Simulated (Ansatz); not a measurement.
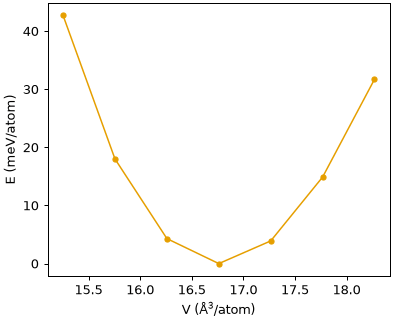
Figure. GaSiGeN in space group R3m (No. 160; Ga on 3a, N on 3a, Ge on 3a, Si on 3a) under volume change, the program Ansatz at the r²SCAN level (PAW), shape and atoms relaxed at each volume.

Problem. What does a third-order Birch–Murnaghan fit give for V₀, B₀ and B′?

Solution. V₀ = 16.76 Å³/atom, B₀ = 86.1 GPa, B′ = 4.1.

The start of the workflow was typed in or built on a structure type; neither database checked (COD, Materials Project) lists it. Its standing as an ambient phase is unchecked. The cell was relaxed with r²SCAN under the symmetry of its start; whether a distortion lowers the energy is not shown. Its formation energy is positive at this level, so the cell may be metastable or incomplete.

Potentials: the earlier of the program's two PAW sets. The files were generated under PBE; for other functionals the program regenerates the frozen cores, and for LDA and PBEsol the local potential too.
